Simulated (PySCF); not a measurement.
**Interaction-energy calculation, with input and output: GeH7O2 (charge +1)**

The run: interaction-energy calculation of GeH7O2, charge +1. Method and program: wB97M-D3(BJ)/def2-TZVPD interaction energy, counterpoise and uncorrected, gas phase (PySCF 2.14.0).

The geometry comes from this level: PBE0-D3(BJ)/def2-SVPD.

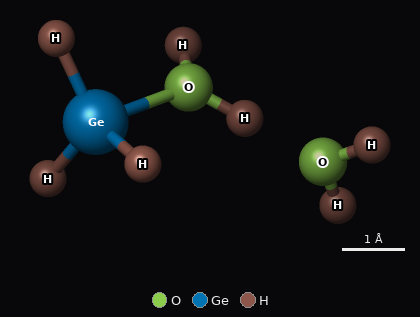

**Figure 1.** The structure (ball-and-stick view, seen at a tilt). Sticks mark near contacts.

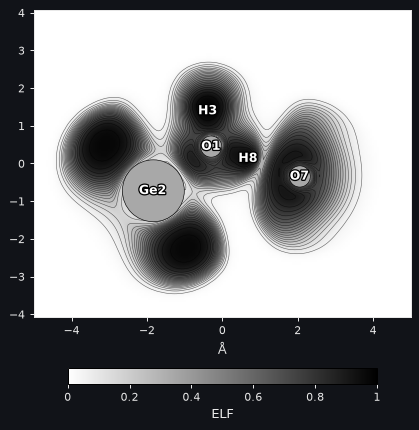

**Figure 2.** ELF on the plane of atoms Ge2, O1 and H8. Grey discs, where drawn, cover atomic cores. The section cuts through O, Ge and H sites. O7···H8 (1.44 Å): the ELF is only about 0.30 between them; a closed-shell contact with the geometry of a hydrogen bond. Ge–O (1.93 Å): the ELF peaks at about 0.90 in the valence shell of O, 0.6 Å from its nucleus, and is about 0.30 at the midpoint. O–H (0.97 Å): the ELF climbs to about 1 towards the hydrogen, as it does in any bond to H; a covalent bond by its length.

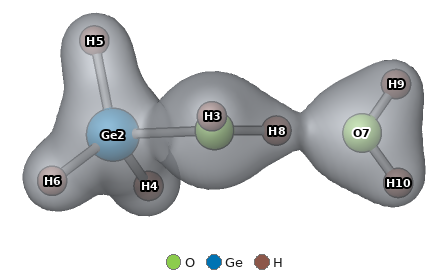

**Figure 3.** Isosurface of the electron density at 0.4 e/Å³ (grey), seen from the side. At this value the surface is in one piece. On the grid the lowest density along these lines, outside the cores, is 0.56 e/Å³ (O···H, 1.44 Å), 0.63 e/Å³ (Ge–O, 1.93 Å), 2.4 e/Å³ (O–H, 0.96 Å) and 0.96 e/Å³ (Ge–H, 1.52 Å).

The input that produced these results follows, with the program's output.

## Input
```
{"job": {"kind": "inter", "xc": "wB97M-D3(BJ)", "basis": "def2-TZVPD", "pairs": false}, "charge": 1, "multiplicity": 1, "parts": [{"atoms": "0-5", "charge": 0, "multiplicity": 1}, {"atoms": "6-9", "charge": 1, "multiplicity": 1}]}
O      0.502273    -1.142109     0.782983
Ge    -0.177954     0.187016    -0.440710
H      1.380280    -1.067778     1.176456
H     -1.657036    -0.163411    -0.364518
H      0.538523    -0.156716    -1.740803
H      0.271174     1.459242     0.264838
O     -0.561581    -3.350132     1.161665
H      0.074142    -2.072706     0.940359
H     -0.374525    -4.164539     0.682036
H     -1.121752    -3.562454     1.916428
```

The first line tells a small driver script what to run in PySCF; the rest is the geometry in Å.

Run as:
```bash
OMP_NUM_THREADS=1 python <driver script> task.json out
```

## The program's output
```
part 1, own basis, geometry of the cluster
coarse grid: 22488 points
cycle   1  E = -2154.5551548175  dE = -7.339e-01  |g| = 9.493e-01  |ddm| = 1.791e+00
cycle   2  E = -2154.4620171061  dE =  9.314e-02  |g| = 1.242e+00  |ddm| = 1.076e+00
cycle   3  E = -2154.6912361150  dE = -2.292e-01  |g| = 8.692e-02  |ddm| = 5.648e-01
cycle   4  E = -2154.6921287119  dE = -8.926e-04  |g| = 4.298e-02  |ddm| = 6.836e-02
cycle   5  E = -2154.6923453099  dE = -2.166e-04  |g| = 3.738e-03  |ddm| = 2.334e-02
cycle   6  E = -2154.6923508850  dE = -5.575e-06  |g| = 7.074e-04  |ddm| = 6.762e-03
final grid: 45736 points
cycle   7  E = -2154.6922550857  dE = -3.124e-07  |g| = 4.365e-04  |ddm| = 1.932e-03
cycle   8  E = -2154.6922551086  dE = -2.293e-08  |g| = 4.746e-04  |ddm| = 6.351e-04
cycle   9  E = -2154.6922551450  dE = -3.633e-08  |g| = 6.329e-05  |ddm| = 2.073e-04
cycle  10  E = -2154.6922551476  dE = -2.632e-09  |g| = 3.914e-05  |ddm| = 1.371e-04
cycle  11  E = -2154.6922551480  dE = -3.902e-10  |g| = 1.028e-05  |ddm| = 4.613e-05
converged SCF energy = -2154.6922551480

part 2, own basis, geometry of the cluster
coarse grid: 12600 points
cycle   1  E = -76.6386626170  dE =  1.949e-01  |g| = 3.255e-01  |ddm| = 9.972e-01
cycle   2  E = -76.6501326882  dE = -1.147e-02  |g| = 2.810e-01  |ddm| = 2.650e-01
cycle   3  E = -76.6622201917  dE = -1.209e-02  |g| = 4.353e-02  |ddm| = 1.067e-01
cycle   4  E = -76.6626231106  dE = -4.029e-04  |g| = 4.382e-03  |ddm| = 2.515e-02
cycle   5  E = -76.6626289233  dE = -5.813e-06  |g| = 8.507e-04  |ddm| = 3.165e-03
final grid: 27328 points
cycle   6  E = -76.6626275516  dE = -3.177e-07  |g| = 4.755e-04  |ddm| = 9.527e-04
cycle   7  E = -76.6626275886  dE = -3.701e-08  |g| = 4.755e-04  |ddm| = 4.170e-04
cycle   8  E = -76.6626276261  dE = -3.748e-08  |g| = 6.411e-05  |ddm| = 1.739e-04
cycle   9  E = -76.6626276314  dE = -5.264e-09  |g| = 2.329e-05  |ddm| = 1.248e-04
cycle  10  E = -76.6626276319  dE = -5.869e-10  |g| = 7.033e-06  |ddm| = 4.305e-05
converged SCF energy = -76.6626276319

part 1, own basis, relaxed alone
coarse grid: 22488 points
cycle   1  E = -2154.5901756587  dE = -6.618e-01  |g| = 8.995e-01  |ddm| = 1.847e+00
cycle   2  E = -2154.5369530913  dE =  5.322e-02  |g| = 1.105e+00  |ddm| = 1.024e+00
cycle   3  E = -2154.7043156934  dE = -1.674e-01  |g| = 6.730e-02  |ddm| = 5.243e-01
cycle   4  E = -2154.7048882343  dE = -5.725e-04  |g| = 3.557e-02  |ddm| = 5.471e-02
cycle   5  E = -2154.7050396957  dE = -1.515e-04  |g| = 3.596e-03  |ddm| = 2.039e-02
cycle   6  E = -2154.7050438945  dE = -4.199e-06  |g| = 5.664e-04  |ddm| = 5.934e-03
final grid: 45736 points
cycle   7  E = -2154.7049658346  dE = -1.889e-07  |g| = 3.590e-04  |ddm| = 2.037e-03
cycle   8  E = -2154.7049658437  dE = -9.088e-09  |g| = 3.841e-04  |ddm| = 5.842e-04
cycle   9  E = -2154.7049658667  dE = -2.306e-08  |g| = 4.210e-05  |ddm| = 1.687e-04
cycle  10  E = -2154.7049658675  dE = -7.926e-10  |g| = 2.354e-05  |ddm| = 8.336e-05
converged SCF energy = -2154.7049658675

part 2, own basis, relaxed alone
coarse grid: 12600 points
cycle   1  E = -76.7253403816  dE =  3.533e-01  |g| = 2.944e-01  |ddm| = 1.018e+00
cycle   2  E = -76.7440969587  dE = -1.876e-02  |g| = 1.151e-01  |ddm| = 2.025e-01
cycle   3  E = -76.7457214776  dE = -1.625e-03  |g| = 5.333e-02  |ddm| = 5.507e-02
cycle   4  E = -76.7461478298  dE = -4.264e-04  |g| = 8.056e-03  |ddm| = 2.338e-02
cycle   5  E = -76.7461586442  dE = -1.081e-05  |g| = 7.973e-04  |ddm| = 3.120e-03
cycle   6  E = -76.7461588201  dE = -1.759e-07  |g| = 6.009e-05  |ddm| = 8.219e-04
final grid: 27328 points
cycle   7  E = -76.7461526252  dE = -3.653e-09  |g| = 4.710e-05  |ddm| = 3.354e-04
cycle   8  E = -76.7461526254  dE = -1.707e-10  |g| = 4.329e-05  |ddm| = 5.785e-05
cycle   9  E = -76.7461526256  dE = -2.719e-10  |g| = 2.685e-06  |ddm| = 1.549e-05
converged SCF energy = -76.7461526256

cluster
final grid: 73064 points
cycle   1  E = -2231.5142526954  dE = -1.878e-01  |g| = 2.271e-01  |ddm| = 8.781e-01
cycle   2  E = -2231.5243003378  dE = -1.005e-02  |g| = 1.711e-01  |ddm| = 2.800e-01
cycle   3  E = -2231.5290511748  dE = -4.751e-03  |g| = 4.682e-02  |ddm| = 8.818e-02
cycle   4  E = -2231.5295256074  dE = -4.744e-04  |g| = 9.825e-03  |ddm| = 4.055e-02
cycle   5  E = -2231.5295696733  dE = -4.407e-05  |g| = 3.162e-03  |ddm| = 1.889e-02
cycle   6  E = -2231.5295714817  dE = -1.808e-06  |g| = 1.003e-03  |ddm| = 2.317e-03
cycle   7  E = -2231.5295717743  dE = -2.926e-07  |g| = 1.409e-04  |ddm| = 1.097e-03
cycle   8  E = -2231.5295717875  dE = -1.318e-08  |g| = 4.911e-05  |ddm| = 2.806e-04
cycle   9  E = -2231.5295717882  dE = -7.626e-10  |g| = 2.650e-05  |ddm| = 6.642e-05
converged SCF energy = -2231.5295717882

part 1 in the basis of the cluster
final grid: 73064 points
cycle   1  E = -2154.6924024525  dE = -1.479e-04  |g| = 2.216e-03  |ddm| = 3.304e-01
cycle   2  E = -2154.6924048785  dE = -2.426e-06  |g| = 4.281e-04  |ddm| = 4.611e-02
cycle   3  E = -2154.6924049623  dE = -8.372e-08  |g| = 3.113e-04  |ddm| = 8.822e-03
cycle   4  E = -2154.6924049761  dE = -1.384e-08  |g| = 5.541e-05  |ddm| = 5.317e-04
cycle   5  E = -2154.6924049769  dE = -7.994e-10  |g| = 2.641e-05  |ddm| = 2.726e-04
converged SCF energy = -2154.6924049769

part 2 in the basis of the cluster
final grid: 73064 points
cycle   1  E = -76.6629225623  dE = -2.975e-04  |g| = 2.956e-03  |ddm| = 4.014e-01
cycle   2  E = -76.6629251952  dE = -2.633e-06  |g| = 3.793e-04  |ddm| = 4.409e-02
cycle   3  E = -76.6629252419  dE = -4.670e-08  |g| = 2.138e-04  |ddm| = 5.777e-03
cycle   4  E = -76.6629252490  dE = -7.103e-09  |g| = 3.886e-05  |ddm| = 1.748e-04
cycle   5  E = -76.6629252494  dE = -3.281e-10  |g| = 3.249e-06  |ddm| = 1.277e-04
converged SCF energy = -76.6629252494

Interaction energy (kcal/mol)
  counterpoise     -110.462
  uncorrected      -110.745
  dispersion part    -1.124
  deformation        60.274
  binding           -50.188

Decomposition of the uncorrected value (kcal/mol)
  electrostatic     -49.208
  Pauli              67.037
  orbital          -127.450
  dispersion         -1.124

Charge of each part in the cluster: 0.252 0.748
```

## Key numbers

| quantity | value |
| --- | --- |
| outcome | converged |
| total energy | −2231.536567 hartree |
| interaction energy, counterpoise-corrected | −110.46 kcal/mol |
| HOMO | −16.87 eV |
| LUMO | −4.00 eV |
| hardware | 1 CPU thread, shared host |
| wall time | 46 s |
| peak memory | 0.66 GiB |
